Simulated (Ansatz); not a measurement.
AlBrH$_{2}$···H$_{2}$

```xyz
6

Al    0.0257   -0.6201   -0.1739
H     0.0044    0.2689    1.8986
H     1.4044    0.1151   -0.4125
H    -1.3899    0.0429   -0.4080
Br    0.0842   -2.8549    0.2461
H     0.0268   -0.4836    2.0544
```

The calculation used RKS PBE0/def2-SVP (Ansatz).

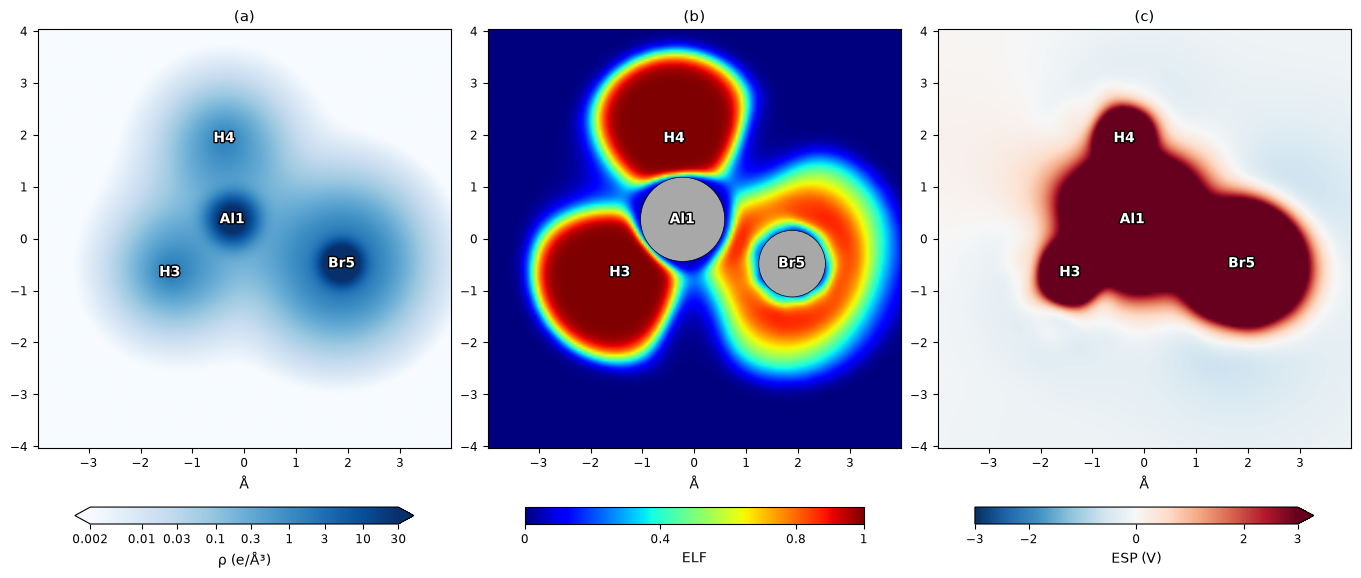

Figure 1. (a) electron density; (b) ELF; (c) molecular electrostatic potential on the plane of atoms H3, Al1 and Br5. Grey discs cover the atomic cores in the ELF map.

**Read the bonding off the picture.**

- Atoms in the plane: Al, H and Br.
- Al–Br (2.27 Å): ρ at the midpoint is about 0.63 e/Å³; the ELF peaks at about 0.85 in the valence shell of Br, 1.1 Å from its nucleus, and is about 0.85 at the midpoint.
- Al–H (1.58 Å): ρ at the midpoint is about 0.55 e/Å³; the ELF climbs to about 1 towards the hydrogen.
- The ELF also peaks beside Br5, away from the bonds: lone-pair regions.
- Outside the dense part of the complex the potential is most negative (−0.6 V) near Br5.

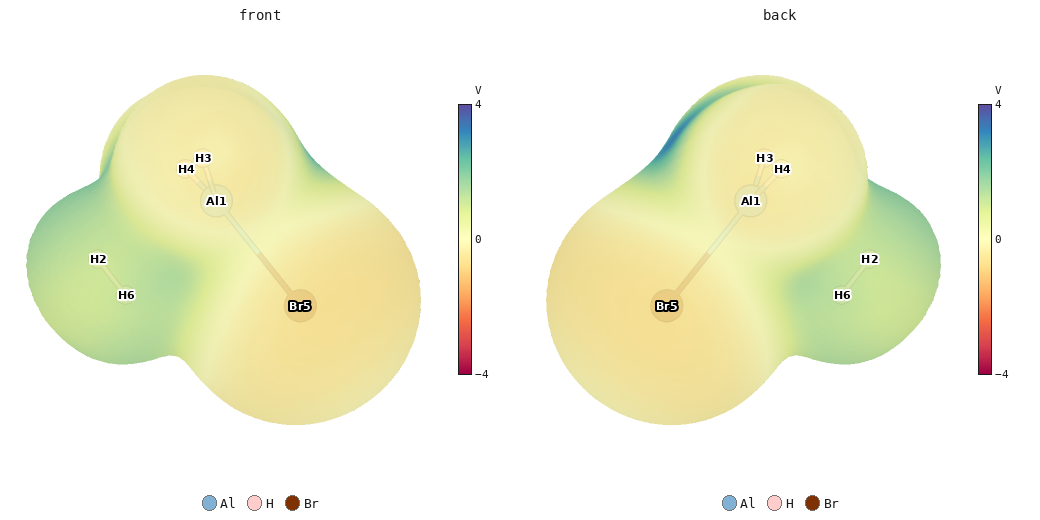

Figure 2. The electrostatic potential painted on the density surface at 0.002 e/bohr³, seen from the front and from behind; red is negative and blue positive.

**Describe the electrostatic potential map.**

The most negative region (about −0.6 V) lies over Br5, the most positive (about +3.1 V) over Al1.

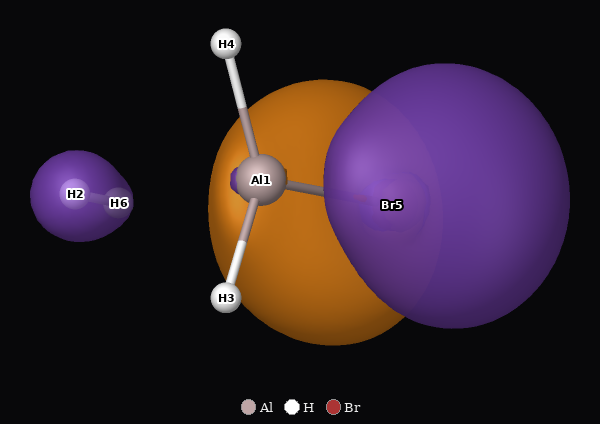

Figure 3. The HOMO−1 at ±0.08 Å⁻³ᐟ² (orange and purple are the two phases), seen from one side.

**Where does this orbital lie, and at what energy?**

Its weight (Hirshfeld) is mainly on Br5 (about 90 %); largely a lone pair of Br5. Its energy is −8.53 eV.

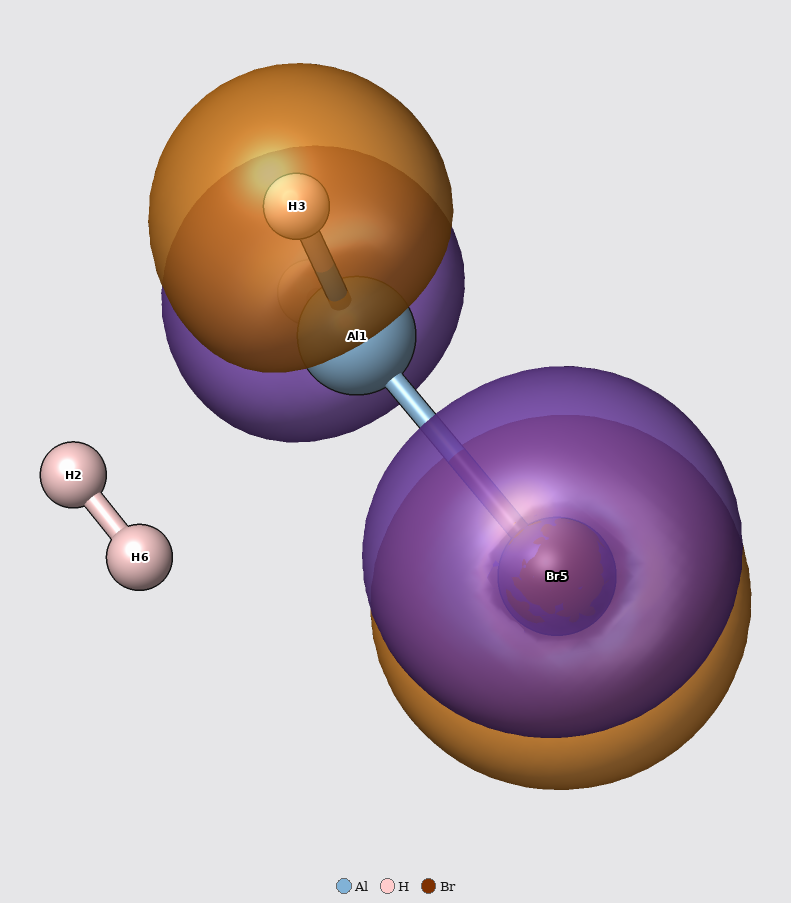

Figure 4. One frontier orbital at ±0.08 Å⁻³ᐟ² (orange and purple are the two phases), seen at a tilt.

**Which orbital is it: HOMO or LUMO?**

The HOMO, at −8.03 eV. Its weight (Hirshfeld) is mainly on Br5 (about 65 %), Al1 (about 15 %), H4 (about 10 %) and H3 (about 10 %).
